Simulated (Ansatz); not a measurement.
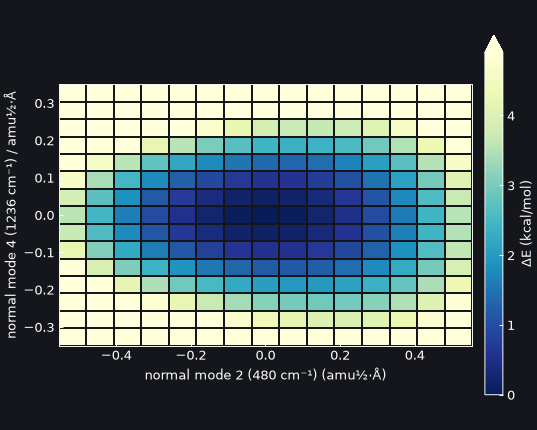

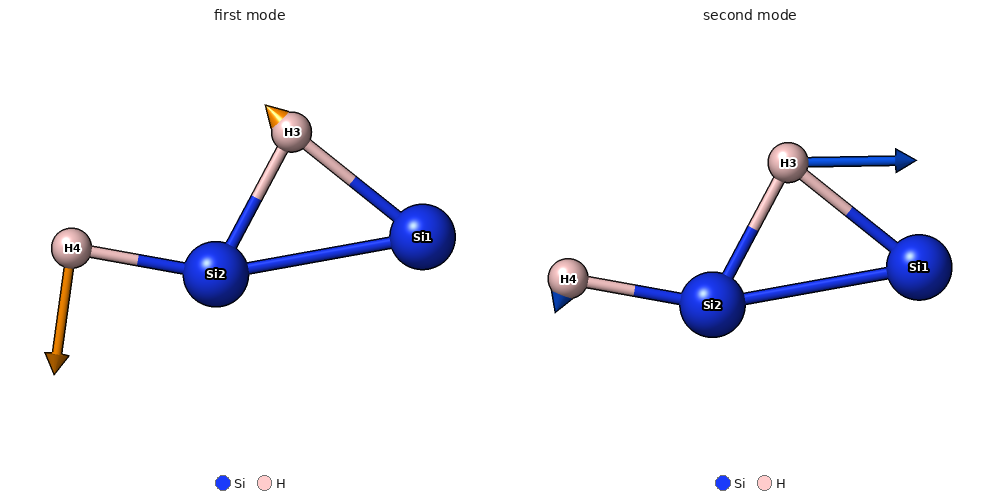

Energy landscape of H2Si2. First axis: normal mode 2 (480 cm⁻¹). Second axis: normal mode 4 (1236 cm⁻¹). Nothing is relaxed (straight displacements along the two mass-weighted modes). Grid: 15 × 15 points. All energies are given in kcal/mol relative to the lowest grid point. The restricted reference is unstable at some or all points, so the energies there are unreliable. All numbers below come from Ansatz, RHF-MP2, frozen core/def2-TZVP.

The picture shows one coloured cell a grid point, one colour for all values above the top of the scale. The second picture is the structure at the lowest point

### Where are the wells?

The lowest grid point is at normal mode 2 (480 cm⁻¹) = 0.000 amu½·Å, normal mode 4 (1236 cm⁻¹) = 0.000 amu½·Å. No other kind of well shows on this grid. The highest grid point, normal mode 2 (480 cm⁻¹) = −0.518 amu½·Å, normal mode 4 (1236 cm⁻¹) = 0.327 amu½·Å, lies 16.0 kcal/mol above the lowest.

The values on the grid:

| normal mode 4 (1236 cm⁻¹) ↓, normal mode 2 (480 cm⁻¹) → | −0.518 | −0.444 | −0.370 | −0.296 | −0.222 | −0.148 | −0.074 | 0.000 | 0.074 | 0.148 | 0.222 | 0.296 | 0.370 | 0.444 | 0.518 |
| --- | --- | --- | --- | --- | --- | --- | --- | --- | --- | --- | --- | --- | --- | --- | --- |
| 0.327 | 16.0 | 14.1 | 12.6 | 11.3 | 10.2 | 9.3 | 8.5 | 7.9 | 7.5 | 7.2 | 7.0 | 7.1 | 7.4 | 8.0 | 8.8 |
| 0.280 | 12.6 | 10.9 | 9.6 | 8.4 | 7.5 | 6.7 | 6.2 | 5.7 | 5.4 | 5.3 | 5.3 | 5.4 | 5.9 | 6.5 | 7.5 |
| 0.234 | 9.8 | 8.3 | 7.1 | 6.1 | 5.3 | 4.7 | 4.2 | 3.9 | 3.7 | 3.7 | 3.8 | 4.1 | 4.6 | 5.3 | 6.3 |
| 0.187 | 7.5 | 6.2 | 5.1 | 4.2 | 3.5 | 3.0 | 2.7 | 2.5 | 2.4 | 2.4 | 2.6 | 2.9 | 3.5 | 4.3 | 5.4 |
| 0.140 | 5.8 | 4.6 | 3.6 | 2.8 | 2.2 | 1.8 | 1.5 | 1.4 | 1.3 | 1.4 | 1.7 | 2.1 | 2.7 | 3.5 | 4.6 |
| 0.093 | 4.6 | 3.4 | 2.5 | 1.8 | 1.3 | 0.9 | 0.7 | 0.6 | 0.6 | 0.8 | 1.0 | 1.5 | 2.1 | 3.0 | 4.1 |
| 0.047 | 3.9 | 2.7 | 1.8 | 1.2 | 0.7 | 0.4 | 0.2 | 0.1 | 0.2 | 0.4 | 0.7 | 1.1 | 1.7 | 2.6 | 3.7 |
| 0.000 | 3.6 | 2.5 | 1.6 | 1.0 | 0.5 | 0.2 | 0.1 | 0.0 | 0.1 | 0.2 | 0.5 | 1.0 | 1.6 | 2.4 | 3.5 |
| −0.047 | 3.7 | 2.6 | 1.8 | 1.1 | 0.7 | 0.4 | 0.2 | 0.1 | 0.2 | 0.3 | 0.6 | 1.0 | 1.6 | 2.4 | 3.5 |
| −0.093 | 4.2 | 3.1 | 2.2 | 1.6 | 1.1 | 0.8 | 0.6 | 0.5 | 0.6 | 0.7 | 0.9 | 1.3 | 1.9 | 2.6 | 3.6 |
| −0.140 | 5.0 | 3.9 | 3.1 | 2.4 | 1.9 | 1.5 | 1.3 | 1.2 | 1.2 | 1.2 | 1.4 | 1.7 | 2.2 | 3.0 | 3.9 |
| −0.187 | 6.2 | 5.1 | 4.2 | 3.5 | 2.9 | 2.5 | 2.2 | 2.1 | 2.0 | 2.0 | 2.1 | 2.4 | 2.8 | 3.4 | 4.3 |
| −0.234 | 7.7 | 6.5 | 5.6 | 4.8 | 4.2 | 3.7 | 3.4 | 3.1 | 3.0 | 2.9 | 3.0 | 3.1 | 3.5 | 4.0 | 4.8 |
| −0.280 | 9.5 | 8.2 | 7.2 | 6.4 | 5.7 | 5.1 | 4.7 | 4.4 | 4.2 | 4.0 | 4.0 | 4.0 | 4.3 | 4.8 | 5.4 |
| −0.327 | 11.4 | 10.1 | 9.0 | 8.1 | 7.4 | 6.8 | 6.2 | 5.8 | 5.5 | 5.2 | 5.1 | 5.1 | 5.2 | 5.6 | 6.2 |

Each point was launched as `ansatz run input.yaml --threads 1 --pin off --max-ram 2560MiB --backend cpu --events-out ev --progress --plain --runs-dir out`. Time for the 225 points that were run: 10 min on 1 thread of Arm Neoverse N1, with other jobs on the host.
